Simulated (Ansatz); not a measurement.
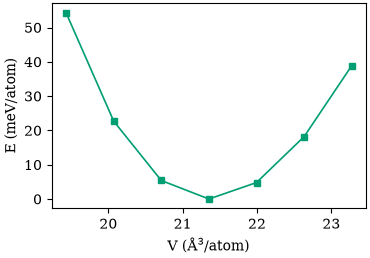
Fig. 1. SiGe in space group Cm (No. 8; Pearson symbol mS32) under volume change, DFT-r²SCAN in the program Ansatz with PAW potentials, shape and atoms relaxed at each volume.

Q: What does a third-order Birch–Murnaghan fit give for V₀, B₀ and B′?

A: V₀ = 21.35 Å³/atom, B₀ = 84.4 GPa, B′ = 4.5.

The start of the workflow was typed in or built on a structure type; neither database checked (COD, Materials Project) lists it. Its standing as an ambient phase is unchecked. The r²SCAN relaxation kept the symmetry of its start; its stability against distortions is not shown here.

Potentials: the earlier of the program's two PAW sets. The files were generated under PBE; for other functionals the program regenerates the frozen cores, and for LDA and PBEsol the local potential too.
